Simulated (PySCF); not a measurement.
# C7H10F3P: magnetic properties

Wanted: magnetic properties for C7H10F3P (`C=[P@@](C)(/C=C/C)C(F)=C(F)F`).

Computed with PySCF 2.14.0 and routines of our own; the level stands in each step. Atoms count from 0.

### 1 The starting structure

21 atoms, charge 0, multiplicity 1; geometry from: GFN2-xTB.

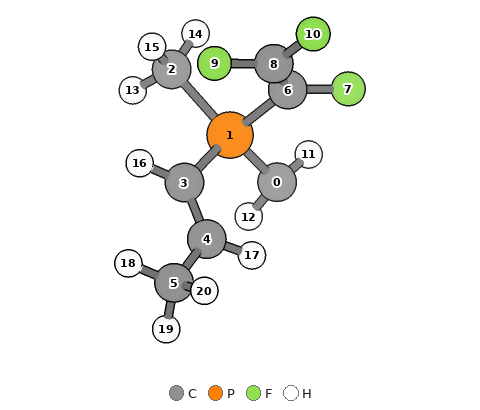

The starting geometry (carbon grey, phosphorus orange, fluorine green, hydrogen white).

### 2 Magnetic properties: GIAO HF/pcSseg-1

What the job is given:

```
{"job": {"kind": "mag", "xc": "HF", "basis": "pcSseg-1", "isotopologues": 0}, "charge": 0, "multiplicity": 1}
C     -0.158942     2.254334    -0.512282
P     -0.748689     0.738611    -0.028484
C     -2.451577    -0.051132    -0.086680
C      0.269758    -0.584168    -0.694253
C      1.547214    -0.350351    -0.976169
C      2.495789    -1.352196    -1.525931
C     -0.478686     0.730495     1.789115
F     -0.251727     1.915940     2.367248
C     -0.362786    -0.377711     2.510412
F     -0.569857    -1.581746     1.985252
F     -0.080318    -0.477074     3.800933
H     -0.696384     3.074411    -0.044313
H     -0.137624     2.340184    -1.595183
H     -2.733278    -0.145917    -1.136377
H     -3.163592     0.613888     0.403523
H     -2.484999    -1.030806     0.384444
H     -0.189627    -1.553331    -0.839186
H      1.935724     0.647561    -0.810216
H      2.009322    -2.309620    -1.695616
H      2.916513    -0.991704    -2.463759
H      3.324847    -1.492724    -0.832949
```

Level: GIAO HF/pcSseg-1 magnetisability, rotational g tensor and spin-rotation constants, non-relativistic, gas phase.

Launch:

```sh
$ OMP_NUM_THREADS=1 python excited_run.py task.json out
```

The driver reads the jobs from task.json and runs them one after another.

Standard output:

```text
final grid: 178920 points
cycle   1  E = -909.4625554443  dE =  2.550e+00  |g| = 9.624e-01  |ddm| = 4.157e+00
cycle   2  E = -909.6354811515  dE = -1.729e-01  |g| = 5.698e-01  |ddm| = 1.218e+00
cycle   3  E = -909.6942920662  dE = -5.881e-02  |g| = 1.086e-01  |ddm| = 4.799e-01
cycle   4  E = -909.6977809829  dE = -3.489e-03  |g| = 2.901e-02  |ddm| = 1.449e-01
cycle   5  E = -909.6980692569  dE = -2.883e-04  |g| = 7.450e-03  |ddm| = 4.923e-02
cycle   6  E = -909.6980964216  dE = -2.716e-05  |g| = 3.429e-03  |ddm| = 1.529e-02
cycle   7  E = -909.6981021950  dE = -5.773e-06  |g| = 1.015e-03  |ddm| = 7.488e-03
cycle   8  E = -909.6981030068  dE = -8.119e-07  |g| = 3.258e-04  |ddm| = 3.029e-03
cycle   9  E = -909.6981030836  dE = -7.683e-08  |g| = 1.134e-04  |ddm| = 9.190e-04
cycle  10  E = -909.6981030926  dE = -8.998e-09  |g| = 4.530e-05  |ddm| = 2.769e-04
cycle  11  E = -909.6981030941  dE = -1.459e-09  |g| = 1.408e-05  |ddm| = 1.423e-04
cycle  12  E = -909.6981030942  dE = -1.367e-10  |g| = 4.463e-06  |ddm| = 3.970e-05
converged SCF energy = -909.6981030942

Magnetisability tensor (1e-30 J/T^2)
    -1751.33       26.43      -10.19
       26.43    -1645.47       11.98
      -10.19       11.98    -1796.37
isotropic -1731.05   principal values   -1800.63  -1753.85  -1638.68
isotropic susceptibility -104.246 1e-6 cm^3/mol

Inertial axes            a          b          c
rot. const./GHz      1.0769     0.7054     0.5899
chi total          -107.300   -103.323   -102.117
chi diamagnetic   -1243.413  -1785.214  -2098.028
chi paramagnetic   1136.113   1681.892   1995.911
quadrupole/D A        3.853     -2.355     -1.499
g nuclear            0.5621     0.5489     0.5456
g electronic        -0.5748    -0.5574    -0.5531
g total             -0.0127    -0.0084    -0.0075

Spin-rotation constants (kHz, H = +C I.J)
atom  isotope        aa         bb         cc
  1    31P        1.796      0.896      0.853
  7    19F        0.112      0.228      0.244
  9    19F        0.774      0.543      0.499
 10    19F        0.986      0.588      0.585
 11     1H       -0.089     -0.021     -0.067
 12     1H       -0.023     -0.063     -0.072
 13     1H       -0.037     -0.078     -0.041
 14     1H       -0.057     -0.035     -0.063
 15     1H       -0.113     -0.020     -0.042
 16     1H       -0.119     -0.044      0.024
 17     1H       -0.098     -0.038      0.037
 18     1H       -0.118     -0.056     -0.002
 19     1H        0.010     -0.069     -0.062
 20     1H       -0.105     -0.030     -0.031
  0    13C*       0.063      0.066      0.068
  2    13C*       0.158      0.113      0.073
  3    13C*       0.249      0.232      0.189
  4    13C*       0.275      0.269      0.252
  5    13C*       0.143      0.089      0.087
  6    13C*       0.351      0.209      0.180
  8    13C*       0.404      0.215      0.217
* in the singly substituted isotopologue
```

It took 2 min on 1 thread of Intel Xeon at 2.50GHz, shared host; peak memory 1.1 GiB.

Key values:

| quantity | value |
| --- | --- |
| magnetisability | -1731·10⁻³⁰ J/T² |
| molar susceptibility | -104.2·10⁻⁶ cm³/mol |
| rotational g (a, b, c) | -0.0127, -0.0084, -0.0075 |

### 3 Magnetic properties: GIAO CAM-B3LYP/cc-pVDZ

The job, as its differences from that of step 2:

```diff
@@ -1,2 +1,2 @@
-{"job": {"kind": "mag", "xc": "HF", "basis": "pcSseg-1", "isotopologues": 0}, "charge": 0, "multiplicity": 1}
+{"job": {"kind": "mag", "xc": "CAM-B3LYP", "basis": "cc-pVDZ", "scf": {"guess": "huckel"}}, "charge": 0, "multiplicity": 1}
 C     -0.158942     2.254334    -0.512282
```

Level: GIAO CAM-B3LYP/cc-pVDZ magnetisability, rotational g tensor and spin-rotation constants, non-relativistic, gas phase.

Standard output:

```text
final grid: 178920 points
cycle   1  E = -907.3129698352  dE =  1.510e+00  |g| = 5.605e+00  |ddm| = 1.311e+01
cycle   2  E = -901.8505730629  dE =  5.462e+00  |g| = 6.387e+00  |ddm| = 2.267e+01
cycle   3  E = -912.0825754756  dE = -1.023e+01  |g| = 1.761e+00  |ddm| = 1.993e+01
cycle   4  E = -912.5312414695  dE = -4.487e-01  |g| = 1.665e+00  |ddm| = 5.316e+00
cycle   5  E = -913.2685851694  dE = -7.373e-01  |g| = 2.991e-01  |ddm| = 2.703e+00
cycle   6  E = -913.2953547582  dE = -2.677e-02  |g| = 1.468e-01  |ddm| = 7.488e-01
cycle   7  E = -913.3010448800  dE = -5.690e-03  |g| = 4.618e-02  |ddm| = 2.887e-01
cycle   8  E = -913.3016428109  dE = -5.979e-04  |g| = 1.315e-02  |ddm| = 9.880e-02
cycle   9  E = -913.3017006528  dE = -5.784e-05  |g| = 4.805e-03  |ddm| = 3.272e-02
cycle  10  E = -913.3017072072  dE = -6.554e-06  |g| = 1.935e-03  |ddm| = 9.687e-03
cycle  11  E = -913.3017086155  dE = -1.408e-06  |g| = 7.517e-04  |ddm| = 4.918e-03
cycle  12  E = -913.3017089008  dE = -2.853e-07  |g| = 2.079e-04  |ddm| = 2.821e-03
cycle  13  E = -913.3017089152  dE = -1.446e-08  |g| = 7.696e-05  |ddm| = 5.645e-04
cycle  14  E = -913.3017089174  dE = -2.220e-09  |g| = 2.729e-05  |ddm| = 1.937e-04
cycle  15  E = -913.3017089179  dE = -4.977e-10  |g| = 1.495e-05  |ddm| = 1.121e-04
converged SCF energy = -913.3017089179

Magnetisability tensor (1e-30 J/T^2)
    -1703.54       24.76      -19.07
       24.76    -1587.15       11.12
      -19.07       11.12    -1754.34
isotropic -1681.68   principal values   -1762.70  -1700.53  -1581.81
isotropic susceptibility -101.273 1e-6 cm^3/mol

Inertial axes            a          b          c
rot. const./GHz      1.0769     0.7054     0.5899
chi total          -104.353   -100.104    -99.362
chi diamagnetic   -1238.748  -1780.593  -2093.463
chi paramagnetic   1134.395   1680.488   1994.101
quadrupole/D A        3.772     -2.362     -1.410
g nuclear            0.5621     0.5489     0.5456
g electronic        -0.5739    -0.5569    -0.5526
g total             -0.0119    -0.0080    -0.0070

Spin-rotation constants (kHz, H = +C I.J)
atom  isotope        aa         bb         cc
  1    31P        1.700      0.855      0.806
  7    19F        0.309      0.365      0.357
  9    19F        0.959      0.643      0.573
 10    19F        1.129      0.691      0.640
 11     1H       -0.085     -0.021     -0.067
 12     1H       -0.015     -0.065     -0.072
 13     1H       -0.034     -0.079     -0.042
 14     1H       -0.056     -0.034     -0.065
 15     1H       -0.113     -0.016     -0.043
 16     1H       -0.119     -0.044      0.028
 17     1H       -0.097     -0.039      0.038
 18     1H       -0.120     -0.057     -0.001
 19     1H        0.013     -0.071     -0.063
 20     1H       -0.106     -0.030     -0.031
  0    13C*       0.077      0.069      0.064
  2    13C*       0.152      0.110      0.067
  3    13C*       0.248      0.219      0.189
  4    13C*       0.257      0.243      0.237
  5    13C*       0.137      0.084      0.083
  6    13C*       0.342      0.212      0.171
  8    13C*       0.376      0.219      0.206
* in the singly substituted isotopologue
```

Wall time 4.2 min (1 thread of Intel Xeon at 2.50GHz, shared host); peak memory 1.3 GiB.

Key values:

| quantity | value |
| --- | --- |
| magnetisability | -1682·10⁻³⁰ J/T² |
| molar susceptibility | -101.3·10⁻⁶ cm³/mol |
| rotational g (a, b, c) | -0.0119, -0.0080, -0.0070 |

### 4 The levels compared

| level | ξ (10⁻³⁰ J/T²) | g(a) | g(b) | gap (eV) | functions | time |
| --- | --- | --- | --- | --- | --- | --- |
| GIAO HF/pcSseg-1 | -1731 | -0.0127 | -0.0084 | 10.96 | 244 | 2 min |
| GIAO CAM-B3LYP/cc-pVDZ | -1682 | -0.0119 | -0.0080 | 7.17 | 208 | 4.2 min |

### 5 Summary of results

| quantity | value |
| --- | --- |
| magnetisability (step 2, GIAO HF/pcSseg-1) | -1731·10⁻³⁰ J/T² |
| molar susceptibility (step 2, GIAO HF/pcSseg-1) | -104.2·10⁻⁶ cm³/mol |
| rotational g (a, b, c) (step 2, GIAO HF/pcSseg-1) | -0.0127, -0.0084, -0.0075 |
| magnetisability over the levels | -1731 to -1682·10⁻³⁰ J/T² |

**Reading.** The magnetisability spreads by 2.9 % over 2 levels, from GIAO HF/pcSseg-1 (2 min) to GIAO CAM-B3LYP/cc-pVDZ (4.2 min); the runs took 2 min to 4.2 min. Two levels can agree by chance, so this spread shows no convergence. Vibrational averaging and real surroundings are missing from these values.
